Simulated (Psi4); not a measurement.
# C2H3In (SMILES C#[C][InH2]): levels of theory compared

We compute a comparison of 3 runs (r2SCAN/def2-TZVP, MP2/def2-TZVP, REMP2/def2-SVP) of C2H3In. 

The results are computed with Psi4 1.11.

5 further runs of the same task are left out: 1 that didn't finish, 4 set aside as unsound or not needed.

## (1) The system as given

C2H3In has 6 atoms, charge 0, and is taken as a singlet. As SMILES, `C#[C][InH2]`. The shape is that of a PBE0-D4/def2-TZVP optimisation.

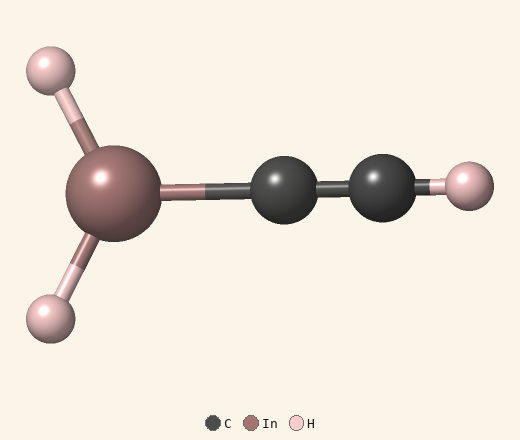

The structure, seen from a chosen angle (carbon dark grey, indium brown, hydrogen pink).

## (2) Energy and gradient at r2SCAN/def2-TZVP (core potential) (run 1)

calc.py

```python
import psi4

psi4.set_memory('1600 MB')
psi4.set_num_threads(1)
psi4.set_output_file('run.log', False)

geom = psi4.geometry("""
0 1
C     -0.186600    -1.928000     0.015100
C     -0.070400    -0.723400     0.005900
In     0.131900     1.363900    -0.010600
H     -0.289000    -2.989600     0.023300
H      0.673500     2.081500    -1.468800
H     -0.259400     2.195500     1.435000
symmetry c1
""")

psi4.set_options({
    'basis': 'def2-TZVP',
    'puream': True,
    'e_convergence': 1e-09,
    'd_convergence': 1e-08,
    'scf_type': 'pk',
    'dft_radial_points': 99,
    'dft_spherical_points': 590,
})

energy_value, wavefunction = psi4.gradient('r2scan', return_wfn=True)
print('gradient / Eh bohr^-1')
print(energy_value.np.round(6))
print(f'energy = {wavefunction.energy():.10f} Eh')
```

Launch:

```
$ python calc.py
```

run.log:

```text
[...]
  Running in c1 symmetry.
[...]
  Nuclear repulsion =   91.358346393140707
[...]
  Multiplicity = 1
[...]
  Nalpha       = 18
  Nbeta        = 18
[...]
    Number of basis functions: 130
[...]
   @RKS iter   1:  -267.63383353272530   -8.42433e-01   7.32491e-03 ADIIS/DIIS
[...]
   @RKS iter  12:  -268.09878812403463   -4.43379e-12   3.82848e-09 DIIS
[...]
    Orbital Energies [Eh]
    ---------------------
    Doubly Occupied:
       1A    -10.031250     2A    -10.024576     3A     -4.621904
       4A     -3.032869     5A     -3.019325     6A     -3.018855
       7A     -0.731245     8A     -0.722935     9A     -0.719915
      10A     -0.719010    11A     -0.716145    12A     -0.695762
      13A     -0.504794    14A     -0.420730    15A     -0.306546
      16A     -0.288096    17A     -0.262466    18A     -0.250428
[...]
  @RKS Final Energy:  -268.09878812403463
   => Energetics <=
    Nuclear Repulsion Energy =             91.3583463931407067
    One-Electron Energy =                -620.4489086935800515
    Two-Electron Energy =                 289.6116688965189496
    DFT Exchange-Correlation Energy =     -28.6198947201141678
    Empirical Dispersion Energy =           0.0000000000000000
    VV10 Nonlocal Energy =                  0.0000000000000000
    Total Energy =                       -268.0987881240346269
[...]
 Multipole Moments:
 ------------------------------------------------------------------------------------
     Multipole            Electronic (a.u.)      Nuclear  (a.u.)        Total (a.u.)
 ------------------------------------------------------------------------------------
 L = 1.  Multiply by 2.5417464519 to convert [e a0] to [Debye]
 Dipole X            :          3.2993594           -3.2900290            0.0093304
 Dipole Y            :         34.0897957          -33.9949526            0.0948432
 Dipole Z            :         -0.2663409            0.2657071           -0.0006338
 Magnitude           :                                                    0.0953031
[...]
  -Total Gradient:
     Atom            X                  Y                   Z
    ------   -----------------  -----------------  -----------------
       1        0.000718992513     0.007457178056    -0.000061561221
       2       -0.000662635689    -0.006833680575     0.000052335649
       3       -0.000093782257    -0.000947244904     0.000020832746
       4       -0.000055610383    -0.000603494076     0.000005785691
       5        0.000194921098     0.000456043672    -0.000467610474
       6       -0.000099759788     0.000493600236     0.000450078938
[...]
```

On the terminal:

```text
gradient / Eh bohr^-1
[[ 7.190e-04  7.457e-03 -6.200e-05]
 [-6.630e-04 -6.834e-03  5.200e-05]
 [-9.400e-05 -9.470e-04  2.100e-05]
 [-5.600e-05 -6.030e-04  6.000e-06]
 [ 1.950e-04  4.560e-04 -4.680e-04]
 [-1.000e-04  4.940e-04  4.500e-04]]
energy = -268.0987881240 Eh
```

Run time: 51 s. Hardware: 1 thread of Intel Xeon 6975P-C (Granite Rapids), shared host; peak memory 0.89 GiB.

## (3) The energy at MP2/def2-TZVP (core potential) (run 2)

c2h3in.xyz

```xyz
6
C2H3In
C     -0.186600    -1.928000     0.015100
C     -0.070400    -0.723400     0.005900
In     0.131900     1.363900    -0.010600
H     -0.289000    -2.989600     0.023300
H      0.673500     2.081500    -1.468800
H     -0.259400     2.195500     1.435000
```

run.py

```python
import psi4

psi4.set_memory('1600 MB')
psi4.set_num_threads(1)
psi4.core.set_output_file('run.log', False)

with open('c2h3in.xyz') as f:
    atoms = ''.join(f.readlines()[2:])
geom = psi4.geometry('0 1\n' + atoms + 'symmetry c1')

psi4.set_options({
    'basis': 'def2-TZVP',
    'puream': True,
    'e_convergence': 1e-09,
    'd_convergence': 1e-08,
    'scf_type': 'pk',
    'num_frozen_docc': 6,
    'mp2_type': 'conv',
})

result, w = psi4.energy("mp2", molecule=geom, return_wfn=True)
print(f'mp2 energy: {result:.10f} Eh')
```

Launch:

```
$ python run.py
```

run.log:

```text
[...]
    !!!  WARNING: ECP capability is in beta. Please check occupations closely.  !!!
[...]
  Running in c1 symmetry.
[...]
  Nuclear repulsion =   91.358346393140707
[...]
  Multiplicity = 1
[...]
  Nalpha       = 18
  Nbeta        = 18
[...]
    Number of basis functions: 130
[...]
   @RHF iter   1:  -266.50826920169220   -1.73838e+00   3.92516e-03 ADIIS/DIIS
[...]
   @RHF iter  12:  -266.63264909594665   -6.82121e-12   3.83331e-09 DIIS
[...]
    Orbital Energies [Eh]
    ---------------------
    Doubly Occupied:
       1A    -11.224640     2A    -11.210285     3A     -5.393188
       4A     -3.655273     5A     -3.645632     6A     -3.644782
       7A     -1.047692     8A     -1.037739     9A     -1.036705
      10A     -1.034831    11A     -1.031503    12A     -0.999015
      13A     -0.722487    14A     -0.594723    15A     -0.461428
      16A     -0.429288    17A     -0.391624    18A     -0.381960
[...]
  @RHF Final Energy:  -266.63264909594665
   => Energetics <=
    Nuclear Repulsion Energy =             91.3583463931407067
    One-Electron Energy =                -620.0964011884843785
    Two-Electron Energy =                 262.1054056993970676
    Total Energy =                       -266.6326490959466469
[...]
 Multipole Moments:
 ------------------------------------------------------------------------------------
     Multipole            Electronic (a.u.)      Nuclear  (a.u.)        Total (a.u.)
 ------------------------------------------------------------------------------------
 L = 1.  Multiply by 2.5417464519 to convert [e a0] to [Debye]
 Dipole X            :          3.3011000           -3.2900290            0.0110710
 Dipole Y            :         34.1077754          -33.9949526            0.1128229
 Dipole Z            :         -0.2664435            0.2657071           -0.0007364
 Magnitude           :                                                    0.1133671
[...]
	SCS-MP2 Total Energy (a.u.)        :  -267.18809976977047
	SOS-MP2 Total Energy (a.u.)        :  -267.13325740183745
	SCSN-MP2 Total Energy (a.u.)       :  -266.92221679863286
[...]
	SOS-PI-MP2 Total Energy (a.u.)     :  -267.21669211948591
[...]
	MP2 Total Energy (a.u.)            :  -267.21434978798800
[...]
```

On the terminal:

```text
mp2 energy: -267.2143497880 Eh
```

It took 13 s on 1 thread of Intel Xeon 6975P-C (Granite Rapids), shared host; peak memory 1 GiB.

## (4) A single-point energy at REMP2/def2-SVP (fitted SCF, core potential) (run 3)

input.in

```
memory 1.6 GB

molecule molecule1 {
  0 1
  C     -0.186600    -1.928000     0.015100
  C     -0.070400    -0.723400     0.005900
  In     0.131900     1.363900    -0.010600
  H     -0.289000    -2.989600     0.023300
  H      0.673500     2.081500    -1.468800
  H     -0.259400     2.195500     1.435000
  symmetry c1
}

set num_frozen_docc 6
set cc_type conv

e_tot = energy('remp2/def2-SVP')
```

Launch:

```
$ psi4 -i input.in -o input.out -n 1
```

input.out:

```text
[...]
    !!!  WARNING: ECP capability is in beta. Please check occupations closely.  !!!
[...]
  Running in c1 symmetry.
[...]
  Nuclear repulsion =   91.358346393140707
[...]
  Multiplicity = 1
[...]
  Nalpha       = 18
  Nbeta        = 18
[...]
    Number of basis functions: 69
[...]
   @RHF iter   1:  -266.47145625358951   -1.87369e+00   4.78302e-03 DIIS/ADIIS
[...]
   @RHF iter  11:  -266.53535248126076   -2.59774e-11   7.13298e-09 DIIS
[...]
    Orbital Energies [Eh]
    ---------------------
    Doubly Occupied:
       1A    -11.230849     2A    -11.212504     3A     -5.396774
       4A     -3.658159     5A     -3.649700     6A     -3.648236
       7A     -1.049246     8A     -1.039874     9A     -1.039579
      10A     -1.037248    11A     -1.034778    12A     -0.988024
      13A     -0.716819    14A     -0.593664    15A     -0.458696
      16A     -0.427674    17A     -0.392243    18A     -0.381626
[...]
  @RHF Final Energy:  -266.53535248126076
   => Energetics <=
    Nuclear Repulsion Energy =             91.3583463931407067
    One-Electron Energy =                -619.8760080220486088
    Two-Electron Energy =                 261.9823091476471859
    Total Energy =                       -266.5353524812607589
[...]
 Multipole Moments:
 ------------------------------------------------------------------------------------
     Multipole            Electronic (a.u.)      Nuclear  (a.u.)        Total (a.u.)
 ------------------------------------------------------------------------------------
 L = 1.  Multiply by 2.5417464519 to convert [e a0] to [Debye]
 Dipole X            :          3.2996122           -3.2900290            0.0095832
 Dipole Y            :         34.0922158          -33.9949526            0.0972632
 Dipole Z            :         -0.2663216            0.2657071           -0.0006145
 Magnitude           :                                                    0.0977361
[...]
	SCS-MP2 Total Energy (a.u.)        :  -266.87237437715316
	SOS-MP2 Total Energy (a.u.)        :  -266.87138530692636
	SCSN-MP2 Total Energy (a.u.)       :  -266.67705579663624
[...]
	SOS-PI-MP2 Total Energy (a.u.)     :  -266.89723398582368
[...]
	MP2 Total Energy (a.u.)            :  -266.87435251760667
[...]
```

Run time: 6.3 s. Hardware: 1 thread of Intel Xeon 6975P-C (Granite Rapids), shared host; peak memory 0.35 GiB.

## (5) All runs side by side

```
run                                        level      task  frozen core orbitals  energy (Eh)  HOMO energy (eV)  LUMO energy (eV)  HOMO–LUMO gap (eV)  wall time
  1            r2SCAN/def2-TZVP (core potential)  gradient                     0  -268.098788             -6.81             -2.46                4.35       51 s
  2               MP2/def2-TZVP (core potential)    energy                     6  -267.214350            -10.39              0.49               10.88       13 s
  3  REMP2/def2-SVP (fitted SCF, core potential)    energy                     6  -266.900959            -10.38              0.67               11.06      6.3 s
```

## (6) Summary of results

| quantity | value |
| --- | --- |
| run 3: total energy | -266.90096 Eh |
| run 3: HOMO energy (Hartree–Fock orbitals) | -10.38 eV |
| run 3: LUMO energy (Hartree–Fock orbitals) | 0.67 eV |
| run 3: HOMO–LUMO gap (Hartree–Fock orbitals) | 11.06 eV |
| run 3: correlation energy (6 core orbitals frozen) | -365.6 mEh |

All runs together took 70 s, the longest 51 s.
